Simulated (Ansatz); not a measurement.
# FGeH3S: rigid scan of one bond length from a Python script

How does the energy of FGeH3S change as one bond is stretched? The task is a rigid scan of one bond length, for FGeH3S. SMILES: [F][GeH2][SH].

All numbers are computed with the Python package of Ansatz 0.2.0. Level of theory: B3LYP+D3(BJ)/def2-SVP.

## Step 1: Starting point

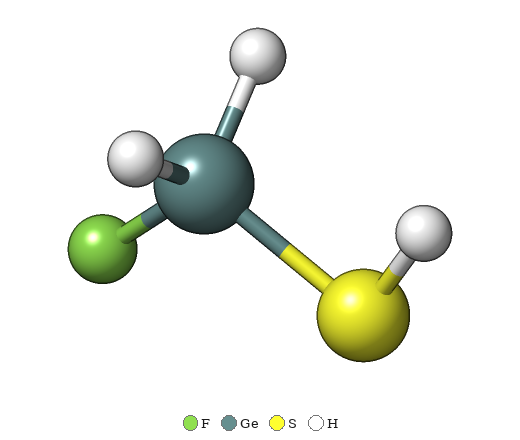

The starting structure, viewed from a chosen angle; fluorine green, germanium teal, sulfur yellow, hydrogen white.

The script reads fgeh3s.xyz:

```xyz
6

F    -2.01990    0.52820    0.05460
Ge   -0.43370    0.04150   -0.30350
S     0.74790    0.12250    1.54380
H    -0.38380   -1.39850   -0.84400
H     0.20320    0.97010   -1.38520
H     1.92840   -0.32790    0.88800
```

## Step 2: The code

The input, scan_fgeh3s.py:

```python
"""Potential curve of FGeH3S along one bond."""

import ansatz as az
import numpy as np

BASIS = "def2-SVP"
XC = "B3LYP"
DISPERSION = "d3bj"


def main() -> None:
    geometry = az.Crystal.molecule_from_extxyz("fgeh3s.xyz")

    symbols = [site.symbol for site in geometry.cartesian_sites]
    start = np.array([site.position_ang for site in geometry.cartesian_sites])
    axis = (start[4] - start[1]) / np.linalg.norm(start[4] - start[1])
    moving = [4]
    lengths, energies = [1.33, 1.44, 1.56, 1.72, 1.95, 2.34, 2.81, 3.44], []
    for length in lengths:
        xyz = start.copy()
        xyz[moving] += (length - np.linalg.norm(start[4] - start[1])) * axis
        point = az.Crystal.molecule()
        for symbol, place in zip(symbols, xyz):
            point = point.atom(symbol, place.tolist())
        setup = point.calculation()
        setup = setup.basis(gaussian=BASIS)
        setup = setup.functional(XC, dispersion=DISPERSION)
        summary = setup.run().report
        energies.append(summary["free_energy_ev"])
        print(f"r = {length:6.3f} A  E = {energies[-1]:.5f} eV  <S^2> = {abs(summary['mean_field']['state']['spin_squared']):.3f}")

    print("energy above the lowest point (eV):", [round(e - min(energies), 3) for e in energies])


if __name__ == "__main__":
    main()
```

## Step 3: The input behind the calls

The package turns the script's settings into the engine's input (first run):

```yaml
crystal:
  periodic: [false, false, false]
  atoms:
    - { symbol: F, position_ang: [-2.0199, 0.5282, 0.0546] }
    - { symbol: Ge, position_ang: [-0.4337, 0.0415, -0.3035] }
    - { symbol: S, position_ang: [0.7479, 0.1225, 1.5438] }
    - { symbol: H, position_ang: [-0.3838, -1.3985, -0.844] }
    - { symbol: H, position_ang: [0.10880625675915553, 0.8324739519964701, -1.2248832908406007] }
    - { symbol: H, position_ang: [1.9284, -0.3279, 0.888] }
basis:
  gaussian:
    orbitals: def2-SVP
hamiltonian:
  xc: b3lyp
  dispersion: d3bj
```

## Step 4: Running it

Command:

```
$ python scan_fgeh3s.py
```

Standard output:

```text
r =  1.330 A  E = -70109.27040 eV  <S^2> = 0.000
r =  1.440 A  E = -70109.69135 eV  <S^2> = 0.000
r =  1.560 A  E = -70109.79345 eV  <S^2> = 0.000
r =  1.720 A  E = -70109.59726 eV  <S^2> = 0.000
r =  1.950 A  E = -70109.02869 eV  <S^2> = 0.000
r =  2.340 A  E = -70107.88000 eV  <S^2> = 0.000
r =  2.810 A  E = -70106.70956 eV  <S^2> = 0.000
r =  3.440 A  E = -70105.66092 eV  <S^2> = 0.000
energy above the lowest point (eV): [0.523, 0.102, 0.0, 0.196, 0.765, 1.913, 3.084, 4.133]
```

Run time: 18 s. Hardware: 1 thread of Arm Neoverse V1, shared host; peak memory 0.22 GiB.

## Step 5: Inputs of later runs

The engine's inputs for some of the other runs:

Run 4, against run 1:

```diff
@@ -8 +8 @@
-    - { symbol: H, position_ang: [0.10880625675915553, 0.8324739519964701, -1.2248832908406007] }
+    - { symbol: H, position_ang: [0.26788703881635145, 1.0644136822811492, -1.4950633535682956] }
```

Run 6, against run 1:

```diff
@@ -8 +8 @@
-    - { symbol: H, position_ang: [0.10880625675915553, 0.8324739519964701, -1.2248832908406007] }
+    - { symbol: H, position_ang: [0.5207846923431758, 1.433138381708075, -1.9245803763661695] }
```

Run 8, against run 1:

```diff
@@ -8 +8 @@
-    - { symbol: H, position_ang: [0.10880625675915553, 0.8324739519964701, -1.2248832908406007] }
+    - { symbol: H, position_ang: [0.9694740776327029, 2.0873273645622987, -2.686626707136591] }
```

## Step 6: What each run gave

One row for each of the 8 runs:

```
run  distance (Å)  energy from run 3 (eV)  SCF cycles  CPU time (s)
  1          1.33                  0.5231          16           2.1
  2          1.44                  0.1021          16           2.1
  3          1.56                  0.0000          16           2.1
  4          1.72                  0.1962          16           2.1
  5          1.95                  0.7648          16           2.1
  6          2.34                  1.9134          17           2.1
  7          2.81                  3.0839          18           2.1
  8          3.44                  4.1325          20           2.3
```

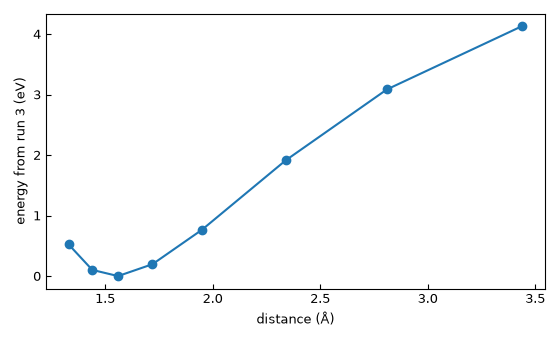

Energy against distance; lines join the points.

## Step 7: Summary of results

```
                  quantity     value
             runs compared         8
           range of energy  4.133 eV
lowest point, distance (Å)      1.56
```

**Reading.** The lowest point, at 1.56, lies inside the range. The ends stand 0.523 and 4.13 eV above it. The distance scanned is the script's pair 1, 4. What to keep in mind:
- The rest of the molecule is held rigid at a force-field or estimated start geometry, and the basis set is modest; single-reference methods fail as a bond breaks.
- b3lyp holds the VWN-RPA fit, as in Gaussian; the form of ORCA and Turbomole is b3lyp5.
- The orbitals are restricted, so S² is zero by construction.
- Toward dissociation an unrestricted state lies under the restricted one, by 1 to 2 eV or more.
